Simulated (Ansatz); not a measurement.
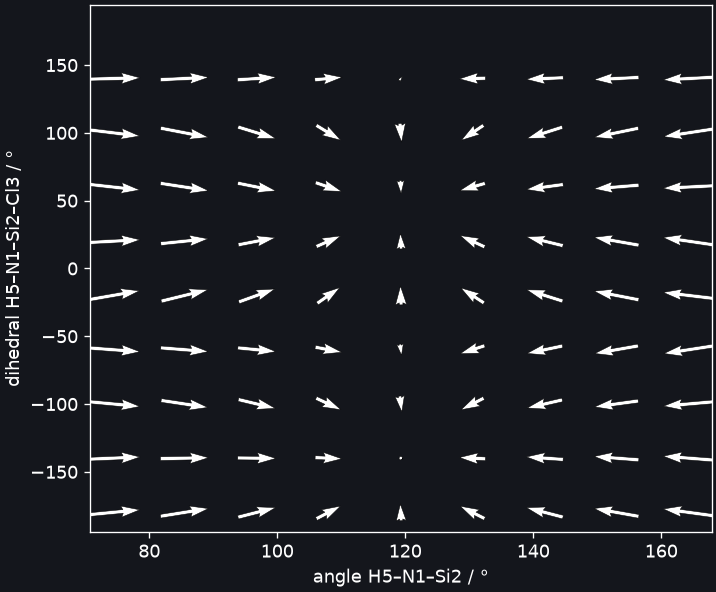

BrClH2NSi, SMILES N[Si](Cl)Br, spin multiplicity 2. First axis: angle H5–N1–Si2. Second axis: dihedral H5–N1–Si2–Cl3. Nothing is relaxed (all other coordinates rigid). The scan uses a 9 × 9 grid. Points are written as (first, second). All numbers below come from UKS PBE-D4/def2-SVP (Ansatz 0.2.0).

In the figure: arrows along the force (downhill), their lengths compressed.

### The arrows alone are given. Where are the wells?

The arrows converge at about (119°, 45°); (119.3°, −140°) (5 kJ/mol up) (read from the interpolated surface).

The energy map of the same scan:

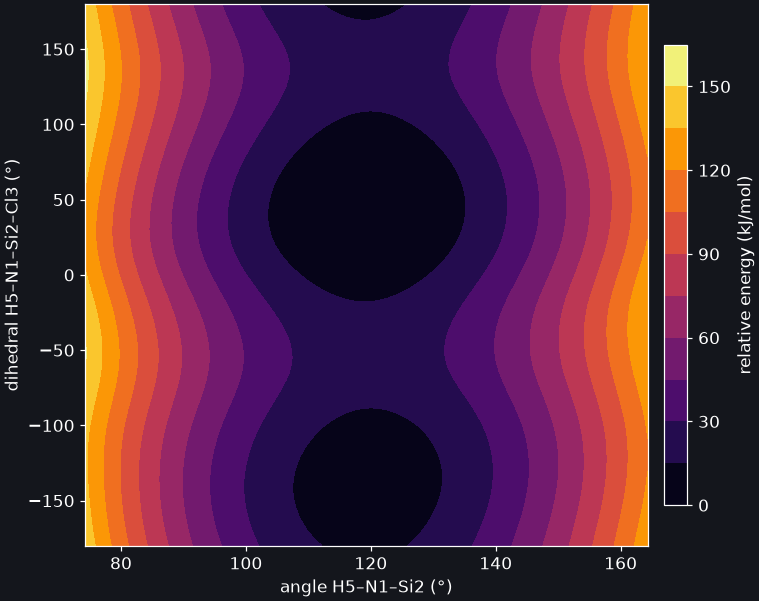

Energies are in kJ/mol, from the relaxed molecule at the same level; between grid points the surface is interpolated.
